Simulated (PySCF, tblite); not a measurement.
# Sulfuric acid (H2SO4): isotopologues and vibrational averages

Aim: rotational constants, zero-point energies and shieldings of isotopologues of Sulfuric acid (H2SO4) (`O=S(=O)(O)O`).

Programs: PySCF 2.14.0 with density-fitted response routines of our own, and tblite 0.8.0. All values are computed, except where a source is named. Atoms count from 0 throughout.

## 1. The molecule as given

7 atoms, charge 0, multiplicity 1; geometry from: force field or distance geometry start.

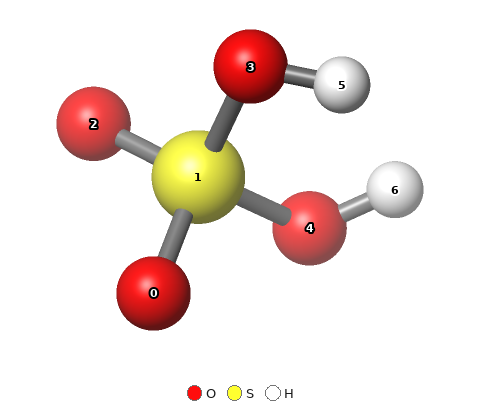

The starting geometry (oxygen red, sulfur yellow, hydrogen white), atoms numbered.

## 2. GFN2-xTB relaxation, lowest of a short conformer search

Job settings and geometry (Å):

```
{"job": {"xc": "GFN2-xTB", "basis": "xTB", "kind": "relax"}, "charge": 0, "multiplicity": 1}
O     -1.264200    -0.249800     1.273700
S     -0.522100    -0.144400    -0.044900
O     -1.388100    -0.568900    -1.124700
O     -0.075300     1.455700    -0.318800
O      0.776800    -1.224600     0.049800
H      0.821200     1.521000     0.077500
H      1.665000    -0.769300    -0.021000
```

On the command line:

```sh
> OMP_NUM_THREADS=1 python ens_run.py task.json out
```

One launch serves the whole session.

Standard output:

```text
step      E/eV     max force
  0    -557.87241    5.127
  1    -558.41044    2.386
  2    -558.58925    1.704
  3    -558.70829    2.136
  4    -558.76769    0.861
  5    -558.77694    0.398
  6    -558.78619    0.400
  7    -558.81102    0.800
  8    -558.83039    0.807
  9    -558.86752    0.754
 10    -558.90947    0.724
 11    -558.93820    0.556
 12    -558.94657    0.889
 13    -558.95517    0.475
 14    -558.96485    0.284
 15    -558.97424    0.255
 16    -558.98888    0.277
 17    -558.99519    0.255
 18    -559.00496    0.403
 19    -559.01559    0.398
 20    -559.02655    0.342
 21    -559.03364    0.310
 22    -559.04302    0.334
 23    -559.05350    0.324
 24    -559.05762    0.627
 25    -559.06442    0.401
 26    -559.06808    0.178
 27    -559.07306    0.345
 28    -559.07814    0.473
 29    -559.08508    0.491
 30    -559.09177    0.462
 31    -559.10262    0.600
 32    -559.11941    0.798
 33    -559.14539    0.550
 34    -559.12117    1.488
 35    -559.15726    0.774
 36    -559.16946    0.328
 37    -559.17372    0.332
 38    -559.17699    0.319
 39    -559.18338    0.337
 40    -559.19073    0.213
 41    -559.19547    0.248
 42    -559.19674    0.511
 43    -559.19998    0.238
 44    -559.20233    0.168
 45    -559.20743    0.154
 46    -559.20907    0.110
 47    -559.20990    0.126
 48    -559.21031    0.165
 49    -559.21110    0.174
 50    -559.21252    0.165
 51    -559.21404    0.100
 52    -559.21494    0.173
 53    -559.21547    0.094
 54    -559.21615    0.074
 55    -559.21763    0.093
 56    -559.21987    0.136
 57    -559.21318    0.670
 58    -559.22309    0.320
 59    -559.22517    0.211
 60    -559.04258    2.752
 61    -559.22673    0.158
 62    -559.22794    0.165
 63    -559.10155    2.839
 64    -559.22960    0.143
 65    -559.23107    0.114
 66    -559.12716    2.655
 67    -559.23277    0.098
 68    -559.23428    0.084
 69    -559.14602    2.477
 70    -559.23596    0.071
 71    -559.23733    0.061
 72    -559.20670    1.636
 73    -559.23919    0.051
 74    -559.24040    0.081
 75    -559.23965    0.613
 76    -559.24228    0.144
 77    -559.24279    0.171
 78    -559.24351    0.231
 79    -559.24389    0.160
 80    -559.24427    0.083
 81    -559.24435    0.048
 82    -559.24438    0.034
 83    -559.24447    0.026
 84    -559.24449    0.029
 85    -559.24455    0.019
 86    -559.24458    0.010
 87    -559.24459    0.007
 88    -559.24460    0.003
```

Wall time 0.53 s (1 thread of Arm Neoverse N1, shared host).

Gain 1.372 eV; displacement 0.53 Å root mean square.

## 3. Tight optimisation and Hessian

Job settings and geometry (Å):

```
{"job": {"xc": "B3LYP", "basis": "pcSseg-1", "grid": 2, "temperatures": [200, 350], "kind": "geom"}, "charge": 0, "multiplicity": 1}
O     -1.136962    -0.008389     1.196954
S     -0.401261    -0.126036    -0.007061
O     -0.976864    -0.662508    -1.184235
O      0.197300     1.301634    -0.347370
O      0.926333    -0.938254     0.293424
H      0.212350     1.794203     0.471455
H      1.192439    -1.341034    -0.531476
```

Standard output:

```text
step   0  E = -19052.9706716 eV  max force = 2.37513
step   1  E = -19053.1607074 eV  max force = 0.48306
step   2  E = -19053.1765009 eV  max force = 0.26798
step   3  E = -19053.1853573 eV  max force = 0.07355
step   4  E = -19053.1860707 eV  max force = 0.14557
step   5  E = -19053.1862529 eV  max force = 0.05963
step   6  E = -19053.1867308 eV  max force = 0.02793
step   7  E = -19053.1865082 eV  max force = 0.14276
step   8  E = -19053.1868629 eV  max force = 0.03978
step   9  E = -19053.1868792 eV  max force = 0.00691
step  10  E = -19053.1868886 eV  max force = 0.00250
step  11  E = -19053.1868889 eV  max force = 0.00429
step  12  E = -19053.1868894 eV  max force = 0.00081
step  13  E = -19053.1868894 eV  max force = 0.00081
step  14  E = -19053.1868894 eV  max force = 0.00079
harmonic wavenumbers (cm-1): 246.1 315.4 348.1 414.9 458.2 499.8 508.4 758.3 813.9 1130.6 1143.2 1156.2 1409.6 3697.0 3701.3
```

Run time: 7.9 min. Hardware: 1 thread of Arm Neoverse N1, shared host; peak memory 0.54 GiB.

## 4. Displacements along the modes, parent

Job settings and geometry (Å):

```
{"job": {"xc": "B3LYP", "basis": "pcSseg-1", "grid": 2, "temperatures": [200, 350], "kind": "vib", "mass_numbers": [16, 32, 16, 16, 16, 1, 1]}, "charge": 0, "multiplicity": 1}
O     -1.166124    -0.042454     1.255277
S     -0.459089    -0.144410    -0.005966
O     -1.022793    -0.652357    -1.241015
O      0.153534     1.326932    -0.382415
O      0.906386    -0.983921     0.329712
H      0.316920     1.804296     0.452937
H      1.284501    -1.288470    -0.516841
```

Standard output:

```text
mode    cm-1    km/mol   phi_rrr   E(+)/cm-1  E(-)/cm-1
  1    246.13    87.71      57.0      67.10      62.67
  2    315.35    65.70      -0.7      91.97      92.28
  3    348.15     5.79      -4.4      62.78      62.70
  4    414.88    26.34     -66.8      75.57      81.12
  5    458.16    48.29       1.2      82.71      82.83
  6    499.82    49.94     -12.6      89.52      90.48
  7    508.43    23.39      -0.4      91.52      91.54
  8    758.32   116.28    -153.1     131.14     142.18
  9    813.90   335.50       0.9     146.76     146.68
 10   1130.62    95.38    -184.3     198.47     212.66
 11   1143.24    93.13      -9.0     206.80     207.68
 12   1156.24   159.78     212.9     215.88     200.71
 13   1409.63   283.16      -0.5     253.93     254.05
 14   3696.97   217.66     140.5     674.70     664.48
 15   3701.25    57.42    1795.3     734.66     606.20
```

Wall time 6 min (1 thread of Arm Neoverse N1, shared host); peak memory 0.55 GiB.

## 5. Displacements along the modes, 2H at atom 5

Job settings and geometry (Å):

```
{"job": {"xc": "B3LYP", "basis": "pcSseg-1", "grid": 2, "temperatures": [200, 350], "kind": "vib", "mass_numbers": [16, 32, 16, 16, 16, 2, 1]}, "charge": 0, "multiplicity": 1}
O     -1.166124    -0.042454     1.255277
S     -0.459089    -0.144410    -0.005966
O     -1.022793    -0.652357    -1.241015
O      0.153534     1.326932    -0.382415
O      0.906386    -0.983921     0.329712
H      0.316920     1.804296     0.452937
H      1.284501    -1.288470    -0.516841
```

Standard output:

```text
mode    cm-1    km/mol   phi_rrr   E(+)/cm-1  E(-)/cm-1
  1    202.61    57.29      50.1      63.18      59.07
  2    285.99    63.08      -0.3      90.26      90.31
  3    345.23     4.51       1.6      62.04      62.35
  4    396.82    14.14      59.5      76.80      71.90
  5    444.39    47.87      -9.9      80.13      80.85
  6    497.63    45.57     -13.6      89.08      90.13
  7    507.28    23.81      -4.9      91.16      91.50
  8    755.02   104.50    -147.5     130.71     141.39
  9    810.16   292.30      33.7     147.18     144.85
 10    868.08    87.97     117.6     162.20     153.17
 11   1137.11    99.83     242.0     217.03     198.97
 12   1155.89   171.16     216.8     216.00     200.47
 13   1401.73   279.36      -3.0     252.47     252.72
 14   2692.93    82.18    1581.0     545.70     432.59
 15   3699.00   136.99    2552.1     765.61     582.93
```

Wall time 6.1 min (1 thread of Arm Neoverse N1, shared host); peak memory 0.47 GiB.

## 6. Displacements along the modes, 34S at atom 1

Job settings and geometry (Å):

```
{"job": {"xc": "B3LYP", "basis": "pcSseg-1", "grid": 2, "temperatures": [200, 350], "kind": "vib", "mass_numbers": [16, 34, 16, 16, 16, 1, 1]}, "charge": 0, "multiplicity": 1}
O     -1.166124    -0.042454     1.255277
S     -0.459089    -0.144410    -0.005966
O     -1.022793    -0.652357    -1.241015
O      0.153534     1.326932    -0.382415
O      0.906386    -0.983921     0.329712
H      0.316920     1.804296     0.452937
H      1.284501    -1.288470    -0.516841
```

Standard output:

```text
mode    cm-1    km/mol   phi_rrr   E(+)/cm-1  E(-)/cm-1
  1    246.05    87.42      56.8      67.05      62.63
  2    315.27    65.31      -0.7      91.88      92.19
  3    348.10     5.91       4.5      62.70      62.77
  4    414.84    25.98     -66.8      75.55      81.09
  5    455.64    48.17       1.2      82.26      82.37
  6    497.22    51.99      11.4      89.97      89.09
  7    506.04    25.55      -0.4      91.09      91.11
  8    753.55   115.44     154.9     141.39     130.22
  9    801.66   320.97       1.0     144.56     144.47
 10   1130.61    98.95     183.4     212.60     198.49
 11   1142.98    94.48      -9.8     206.71     207.64
 12   1146.94   144.68     213.0     214.20     199.04
 13   1389.89   273.48      -0.5     250.37     250.49
 14   3696.97   217.77     140.4     674.70     664.49
 15   3701.25    57.46    1795.3     734.66     606.20
```

It took 6.1 min on 1 thread of Arm Neoverse N1, shared host; peak memory 0.47 GiB.

## 7. Displacements along the modes, 34S at atom 1, 2H at atom 5

Job settings and geometry (Å):

```
{"job": {"xc": "B3LYP", "basis": "pcSseg-1", "grid": 2, "temperatures": [200, 350], "kind": "vib", "mass_numbers": [16, 34, 16, 16, 16, 2, 1]}, "charge": 0, "multiplicity": 1}
O     -1.166124    -0.042454     1.255277
S     -0.459089    -0.144410    -0.005966
O     -1.022793    -0.652357    -1.241015
O      0.153534     1.326932    -0.382415
O      0.906386    -0.983921     0.329712
H      0.316920     1.804296     0.452937
H      1.284501    -1.288470    -0.516841
```

Standard output:

```text
mode    cm-1    km/mol   phi_rrr   E(+)/cm-1  E(-)/cm-1
  1    202.54    57.13      50.0      63.13      59.02
  2    285.93    62.81      -0.2      90.20      90.24
  3    345.17     4.62       1.7      62.03      62.34
  4    396.65    13.90      59.1      76.68      71.81
  5    442.25    47.63     -10.6      79.74      80.51
  6    495.14    47.49     -12.4      88.67      89.63
  7    504.94    25.74      -4.2      90.76      91.05
  8    749.97   103.54    -149.2     129.74     140.55
  9    797.97   284.61     -39.6     142.44     145.21
 10    867.67    82.20     119.9     162.23     153.03
 11   1136.92   108.91     239.9     216.79     198.90
 12   1146.72   151.37     212.9     214.20     198.97
 13   1381.84   269.41      -3.6     248.86     249.16
 14   2692.93    82.21    1581.0     545.70     432.59
 15   3699.00   137.07    2552.1     765.61     582.93
```

Wall time 6.2 min (1 thread of Arm Neoverse N1, shared host); peak memory 0.56 GiB.

(Part 1 of 2 ends here.)
